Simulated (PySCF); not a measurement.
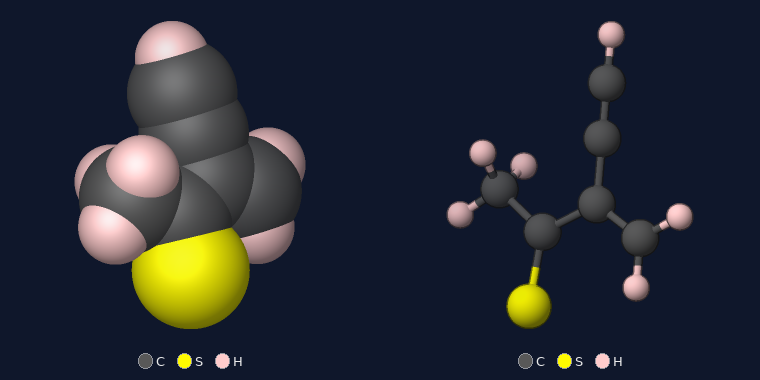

Two views of one molecule.

The geometry was computed by an optimisation with GFN2-xTB. No frequency run is at hand to confirm it as a minimum.

Give the formula.

Answer. C₆H₆S, 13 atoms: 6 carbon, 6 hydrogen and 1 sulfur.

How many bonds of each kind are drawn?

Answer. 6 C–H, 5 C–C, 1 C–S.

Name functional groups in it.

Answer. Among them: alkene, alkyne.

Give a SMILES string for it.

Answer. C#CC(=C)C(C)=S

The parts below concern this one geometry. Atoms keep their numbers from picture to picture.

**Charges**

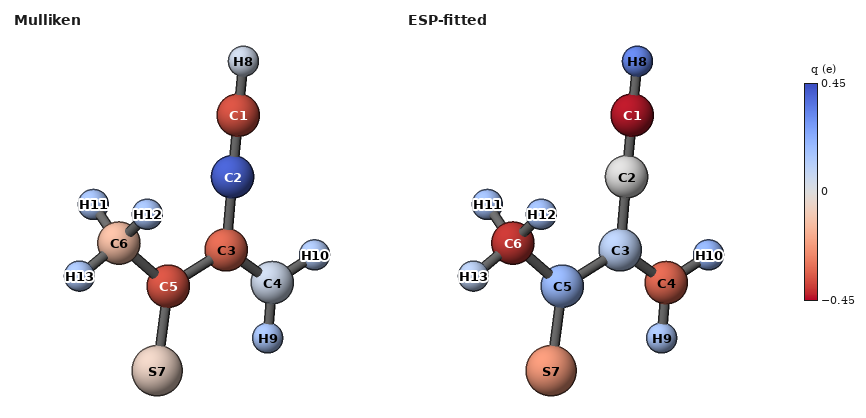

Atomic charges of one calculation by 2 schemes, on one colour scale. No frequency run is at hand to confirm it as a minimum. Method: PBE0/pcSseg-1 (PySCF 2.14.0).

On which atom do the schemes disagree most?

Answer. On C5 (from −0.35 to 0.19 e).

List the charges (e), one line for each set of equivalent atoms.

| atom | Mulliken | ESP-fitted |
| --- | --- | --- |
| C1 | −0.36 | −0.43 |
| C2 | 0.40 | 0.00 |
| C3 | −0.32 | 0.10 |
| C4 | 0.05 | −0.32 |
| C5 | −0.35 | 0.19 |
| C6 | −0.13 | −0.40 |
| S7 | −0.06 | −0.22 |
| H8 | 0.05 | 0.32 |
| H9 | 0.15 | 0.14 |
| H10 | 0.13 | 0.20 |
| H11 | 0.15 | 0.16 |
| H12 | 0.15 | 0.16 |
| H13 | 0.14 | 0.10 |

**Electronic properties**

No frequency run is at hand to confirm it as a minimum. Properties computed with PBE0/def2-SVPD, gas phase (PySCF 2.14.0). Excitations: vertical, linear response.

What is the lowest vertical singlet excitation?

Answer. 2.03 eV.

Estimate the mean static polarisability.

Answer. 93.8 bohr³.

What is the LUMO energy (Kohn–Sham orbital)?

Answer. −2.88 eV.

What is the dipole moment?

Answer. 2.58 D.

**NMR shielding**

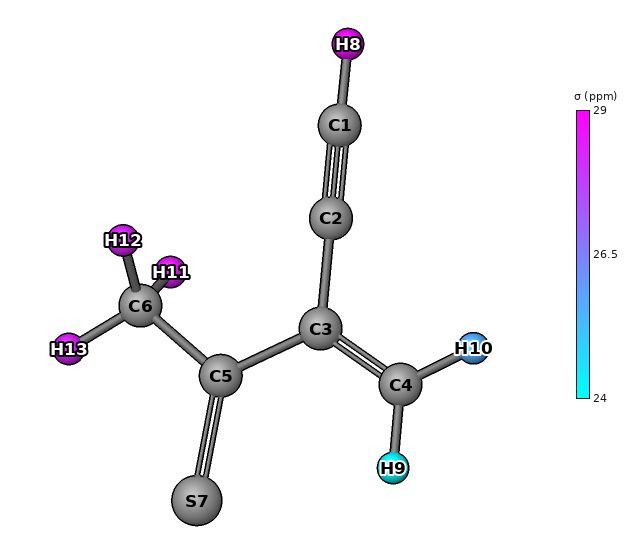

Atoms are coloured by their isotropic NMR shieldings (H only, the others grey). No frequency run is at hand to confirm it as a minimum. Properties computed with GIAO PBE0/pcSseg-1 NMR shielding, non-relativistic, gas phase (PySCF 2.14.0).

Which H atom is the most shielded (lowest chemical shift)?

Answer. H8 (28.79 ppm).

Which H atom is the least shielded (highest chemical shift)?

Answer. H9 (24.16 ppm).

How wide is the range of H shifts?

Answer. 4.63 ppm.

List the isotropic NMR shieldings of the H atoms.

| atom | σ (ppm) |
| --- | --- |
| H8 | 28.79 |
| H9 | 24.16 |
| H10 | 25.56 |
| H11 | 28.50 |
| H12 | 28.34 |
| H13 | 28.36 |

Mulliken values depend strongly on the basis set and can even reverse the polarity of a bond.
